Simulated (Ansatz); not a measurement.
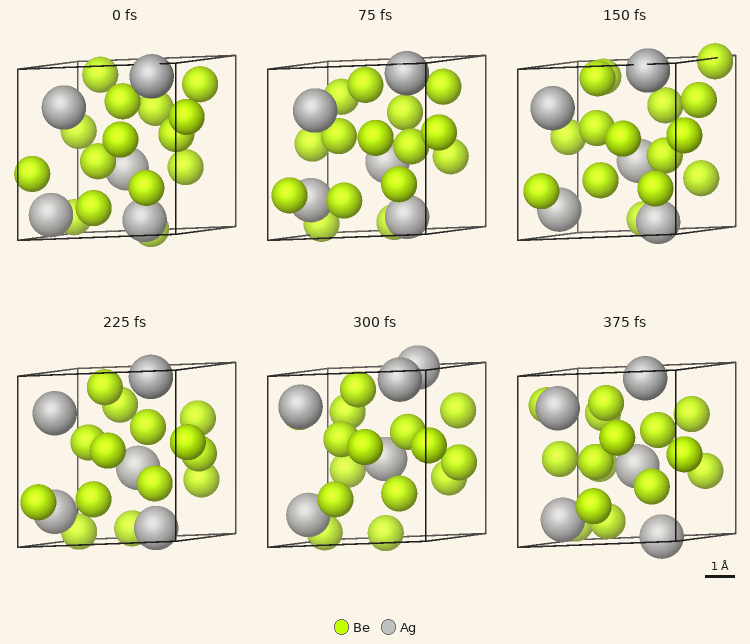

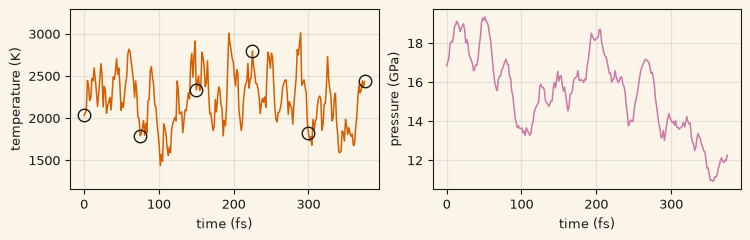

First-principles dynamics of an amorphous cell of composition Be$_{3}$Ag (20 atoms in the cell), 375 fs long. Frames and the history of the run. The picture is a spheres-only view of the simulation cell, seen from a free direction. Atoms that leave the cell re-enter on the other side.

Theory: Ansatz 0.2.0, DFT PBE, scalar-relativistic, plane waves, PAW. Run with plane-wave cutoff 420 eV; k-point mesh 1 × 1 × 1; Fermi-Dirac smearing 0.184 eV; set temperature 2140 K; time step 1.5 fs.

The input:
```yaml
crystal:
  lattice:
    - [5.99465, 0.008535, -0.164078]
    - [0.008535, 5.839466, 0.003265]
    - [-0.164078, 0.003265, 6.050403]
  atoms:
    - { symbol: Be, position: [0.4688891224, 0.6358830881, 0.7739181834] }
    - { symbol: Be, position: [0.7240004285, 0.3358218017, 0.9246101733] }
    - { symbol: Be, position: [0.399487079, 0.8565429886, 0.5579836853] }
    - { symbol: Be, position: [0.2737742915, 0.7562927773, 0.2663521445] }
    - { symbol: Be, position: [0.5046544599, 0.0664258931, 0.0025551762] }
    - { symbol: Be, position: [0.9020720703, 0.2258459886, 0.5973527771] }
    - { symbol: Be, position: [0.0670654666, 0.4025684532, 0.8483843478] }
    - { symbol: Be, position: [0.1977267776, 0.456008974, 0.5640451757] }
    - { symbol: Be, position: [0.5888831835, 0.803769481, 0.1618540629] }
    - { symbol: Be, position: [0.9491801833, 0.1804164281, 0.0928580774] }
    - { symbol: Be, position: [0.2587617578, 0.1408335869, 0.3588400789] }
    - { symbol: Be, position: [0.4189332585, 0.2192022591, 0.7143190531] }
    - { symbol: Be, position: [0.6482096041, 0.5730832048, 0.426949041] }
    - { symbol: Be, position: [0.0297347099, 0.7280702634, 0.6708251755] }
    - { symbol: Be, position: [0.9408253006, 0.8996189601, 0.3783775594] }
    - { symbol: Ag, position: [0.3900579561, 0.4772640135, 0.0706993907] }
    - { symbol: Ag, position: [0.744282668, 0.889616631, 0.7588991366] }
    - { symbol: Ag, position: [0.1739227916, 0.929300937, 0.9222197511] }
    - { symbol: Ag, position: [0.9281661118, 0.6206271016, 0.1247566868] }
    - { symbol: Ag, position: [0.6199818955, 0.1706989372, 0.3661304567] }
  symmetry: { detect: false }
basis:
  ecutwfc: 420
  xc_grid: 1
kpoints:
  mp_grid: { grid: [1, 1, 1], shift: [0.25, 0.25, 0.25] }
hamiltonian:
  xc: pbe
scf:
  occupations: { method: fermi_dirac, width: 0.1844 }
  lower_state_search: "off"
  convergence: { dr2_threshold: 1.0e-05 }
output:
  forces: true
  stress: true
md:
  timestep: 1.5
  n_steps: 250
  ensemble: nvt_langevin
  friction: 0.03
  temperature: 2140.0
  initial_velocities: maxwell_boltzmann
  seed: 60158
```

Command:
```bash
ansatz run input.yaml --threads 2 --pin off --max-ram 5120MiB --backend cpu --events-out ev --progress --plain --runs-dir out
```

What happens in this trajectory?

Answer. Root-mean-square distances from the starting positions over the second half, with the common drift of all atoms taken out: Be 0.97 Å, Ag 0.68 Å. That is a large part of the typical shortest distance between atoms in the first frame, about 2.0 Å and still growing: the atoms leave their places as in a liquid. Over the second half the temperature averages 2234 K (spread ±327 K). The potential energy is still drifting at the end, so the run hasn't reached equilibrium. The potential energy in the second half lies on average 99.1 meV per atom below the first frame. The mean pressure there is 14.7 GPa.

Limits of the set-up: the k-point mesh is coarse for a cell with partly filled bands; the periodic images lie only 5.8 Å apart, so the values are limited by the cell's size.

Cost: 3.6 min on 2 threads of Arm Neoverse V2, on a shared host, peak memory 0.45 GiB.
